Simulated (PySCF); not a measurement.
**C5H13AlOSi: density, localisation and related maps**

Input

```
{"job": {"kind": "nmr", "xc": "PBE0", "basis": "pcSseg-1"}, "charge": 0, "multiplicity": 1}
C     -2.737754    -1.255140     0.392040
C     -1.636744    -0.212105     0.531973
C     -0.647844    -0.274121    -0.639624
C      0.429160     0.751125    -0.484693
C      0.479941     2.016495    -0.915238
Al     2.187278     2.256337     0.097674
O      1.565738     0.391229     0.286484
Si     2.060871    -1.098338     0.795961
H     -2.315835    -2.257776     0.362277
H     -3.302416    -1.093762    -0.523716
H     -3.424797    -1.196702     1.232825
H     -2.076719     0.786580     0.566742
H     -1.099429    -0.367485     1.470066
H     -1.186252    -0.076583    -1.569309
H     -0.214869    -1.276245    -0.700535
H     -0.354967     2.371285    -1.507404
H      2.118538     2.788421     1.557977
H      3.572954     2.127225    -0.595173
H      3.274245    -0.764645     1.517846
H      1.015501    -1.660813     1.649998
H      2.284480    -1.938038    -0.381534
```

Launched as:

```sh
OMP_NUM_THREADS=1 python probes_run.py task.json out
```

Geometry: GFN2-xTB.

Level of theory: PBE0/pcSseg-1, SCF density, gas phase, non-relativistic in PySCF 2.14.0.

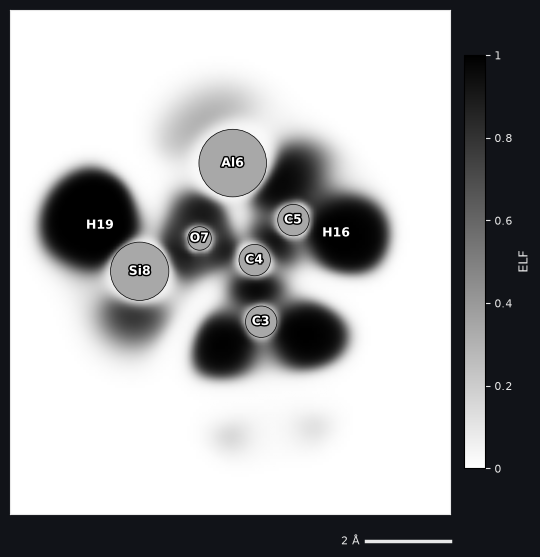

Figure 1. Electron localisation function on the plane of atoms Al6, C4 and O7. Grey discs cover the atomic cores.

**What does the map show?**

- The section cuts through C, Al, O, Si and H sites.
- C–C (1.34 Å): the ELF peaks at about 0.90 between the atoms; a multiple bond.
- C–O (1.42 Å): the ELF peaks at about 0.85 between the atoms (a shared but strongly polarised pair).
- Si–O (1.65 Å): the ELF peaks at about 0.90 between the atoms: a shared but strongly polarised pair.
- Al–O (1.97 Å): the ELF peaks at about 0.90 in the valence shell of O, 0.6 Å from its nucleus, and is about 0.40 at the midpoint.
- C–Al (2.00 Å): the ELF peaks at about 0.90 between the atoms; a polar covalent bond.

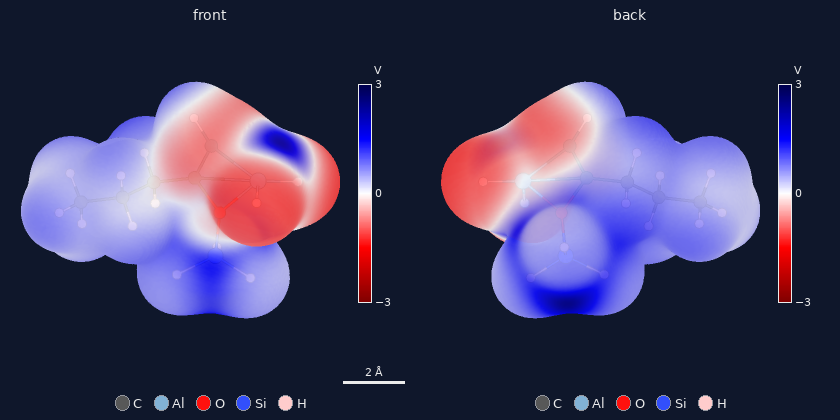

Figure 2. The electrostatic potential painted on the density surface at 0.002 e/bohr³, seen from the front and from behind; red is negative and blue positive.

**Which sites attract a positive test charge, and which a negative one?**

A positive charge is drawn to the negative regions and a negative charge to the positive ones. The most negative region (about −1.1 V) lies over H17 and H18, the most positive (about +2.2 V) over Al6 and Si8.

**What dipole moment does the calculation give?**

Its dipole moment is 4.11 D.
